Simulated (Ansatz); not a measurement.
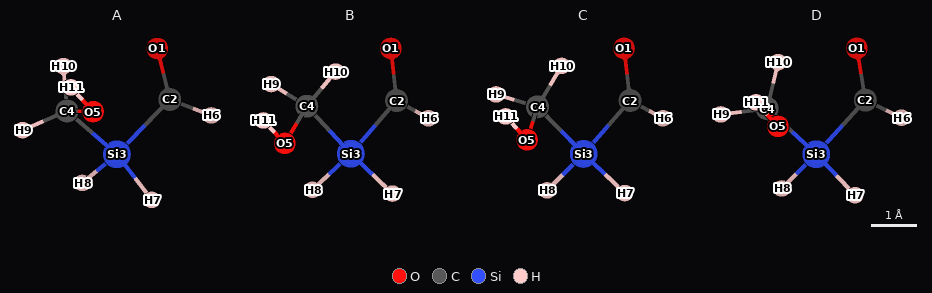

4 geometries from a converged minimum-energy path of C₂H₆O₂Si, shuffled. A ball-and-stick model, seen from a free direction.

Theory: RHF/cc-pVDZ in Ansatz 0.2.0. Settings: 7 movable images; climbing image; force threshold 0.05 eV/Å; iteration limit 60; starting path by image-dependent pair potential.

Which frame is the top of the path?

D. In order along the path, whose images run from 0 to 8: B (image 1, +1.1 kJ/mol), C (image 2, +3.5 kJ/mol), D (image 4, +6.9 kJ/mol), A (image 6, +3.8 kJ/mol). The motion is a rotation about the Si3–C4 bond by about 115°, with a turn of about 40° about C2–Si3. No bond forms or breaks between the ends. Among the angles between lasting bonds that change up to the highest image: C2–Si3–H8 108.4° → 106.1°.
